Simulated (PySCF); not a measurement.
Run report: C₂H₈N₂Si, core-level calculation

C₂H₈N₂Si, computed with delta-SCF UKS SCAN, def2-TZVP on the ionised atom, pcseg-1 elsewhere, spin-free X2C (PySCF 2.14.0).

Figures and captions count atoms from 1; the log counts them from 0 in places.

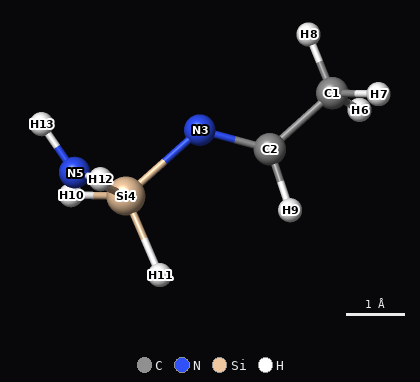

*The input geometry (ball-and-stick view, seen at a tilt; atoms are numbered from 1 in the order of the input).*

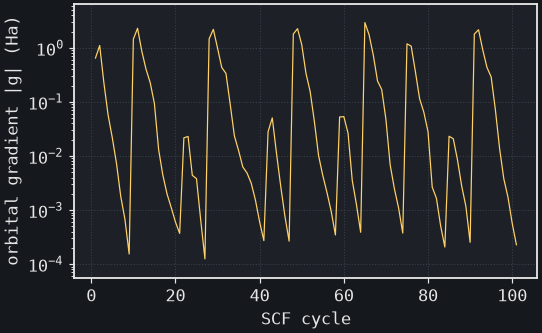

*Convergence of the self-consistent field: orbital gradient |g| against the SCF cycle.*

All cycles printed in the log are drawn one after another.

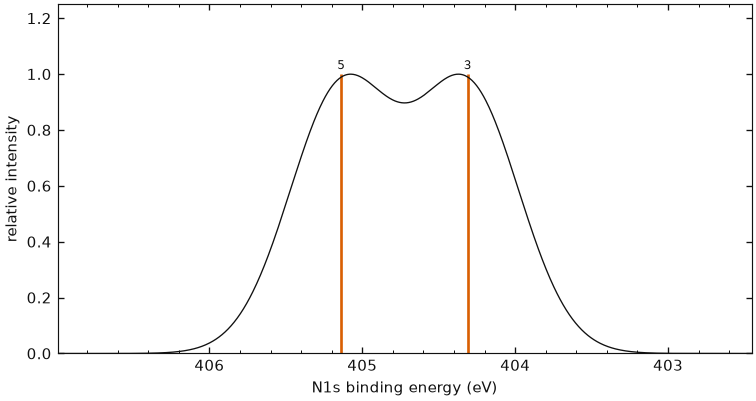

*N1s binding energies by ΔSCF of the atoms computed, labelled by atom number, with a Gaussian envelope of 0.8 eV full width.*

They run from 404.31 eV (atom 3) to 405.14 eV (atom 5).

The input and output of the run follow.

## Input
```
{"job": {"kind": "xps", "basis": "def2-TZVP"}, "charge": 0, "multiplicity": 1}
C      2.502453     0.090375    -0.045361
C      1.093421    -0.372179     0.136313
N      0.107429     0.133773    -0.474636
Si    -1.552158    -0.414453    -0.275216
N     -2.657926     0.823945     0.190343
H      3.130784    -0.739855    -0.409721
H      2.930590     0.406103     0.920555
H      2.541539     0.923025    -0.760009
H      0.975750    -1.212831     0.862896
H     -1.983039    -0.929943    -1.605537
H     -1.610229    -1.485043     0.776615
H     -2.621566     1.183871     1.137922
H     -2.850945     1.575659    -0.463147
```

The first line tells a small driver script what to run in PySCF; the rest is the geometry in Å.

Command:
```bash
OMP_NUM_THREADS=1 python <driver script> task.json out
```

## Log
```
ground state, core basis on atom 0 (C), 131 functions
  cycle   1  E = -480.45573732  |g| = 6.49e-01
  cycle   2  E = -480.24370140  |g| = 1.11e+00
  cycle   3  E = -480.54033104  |g| = 2.25e-01
  cycle   4  E = -480.55227881  |g| = 5.73e-02
  cycle   5  E = -480.55301634  |g| = 2.17e-02
  cycle   6  E = -480.55312247  |g| = 7.23e-03
  cycle   7  E = -480.55313462  |g| = 1.80e-03
  cycle   8  E = -480.55313553  |g| = 6.73e-04
  cycle   9  E = -480.55313553  |g| = 1.54e-04
  E(ground) = -480.59659351 Eh
hole in C 1s of atom 0
  cycle   1  E = -469.30848229  |g| = 1.46e+00
[... 11 cycles left out ...]
  E(ion) = -469.89344208 Eh   <S^2> = 0.7664   hole on atom = 1.000   binding energy = 291.248 eV
ground state, core basis on atom 1 (C), 131 functions
[... 6 cycles left out ...]
  E(ground) = -480.60055054 Eh
hole in C 1s of atom 1
[... 14 cycles left out ...]
  E(ion) = -469.85939134 Eh   <S^2> = 0.8536   hole on atom = 1.000   binding energy = 292.282 eV
ground state, core basis on atom 2 (N), 131 functions
[... 6 cycles left out ...]
  E(ground) = -480.60974568 Eh
hole in N 1s of atom 2
[... 11 cycles left out ...]
  E(ion) = -465.75162028 Eh   <S^2> = 0.7761   hole on atom = 1.000   binding energy = 404.310 eV
ground state, core basis on atom 3 (Si), 133 functions
[... 6 cycles left out ...]
  E(ground) = -480.59001272 Eh
hole in Si 1s of atom 3
[... 10 cycles left out ...]
  E(ion) = -412.58308817 Eh   <S^2> = 0.7519   hole on atom = 1.000   binding energy = 1850.563 eV
hole in Si 2p of atom 3
[... 10 cycles left out ...]
  E(ion) = -476.64998187 Eh   <S^2> = 0.7518   hole on atom = 1.003   binding energy = 107.214 eV
  2p3/2 = 107.024 eV   2p1/2 = 107.635 eV
ground state, core basis on atom 4 (N), 131 functions
[... 6 cycles left out ...]
  E(ground) = -480.60853974 Eh
hole in N 1s of atom 4
[... 1 cycle left out ...]
  cycle   2  E = -463.04543840  |g| = 2.17e+00
  cycle   3  E = -465.24732285  |g| = 9.24e-01
  cycle   4  E = -465.58242271  |g| = 4.36e-01
  cycle   5  E = -465.63787697  |g| = 2.91e-01
  cycle   6  E = -465.67709278  |g| = 7.20e-02
  cycle   7  E = -465.67980438  |g| = 1.39e-02
  cycle   8  E = -465.67991169  |g| = 3.80e-03
  cycle   9  E = -465.67991853  |g| = 1.72e-03
  cycle  10  E = -465.67991938  |g| = 5.68e-04
  cycle  11  E = -465.67992058  |g| = 2.28e-04
  E(ion) = -465.72001562 Eh   <S^2> = 0.7632   hole on atom = 1.000   binding energy = 405.137 eV
```

## Summary

```json
{"quantity": "outcome", "value": "converged"}
{"quantity": "hardware", "value": "1 CPU thread, shared host"}
{"quantity": "wall time", "value": "30 s"}
{"quantity": "peak memory", "value": "0.56 GiB"}
```

## Remarks

The core-hole state is spin-contaminated.
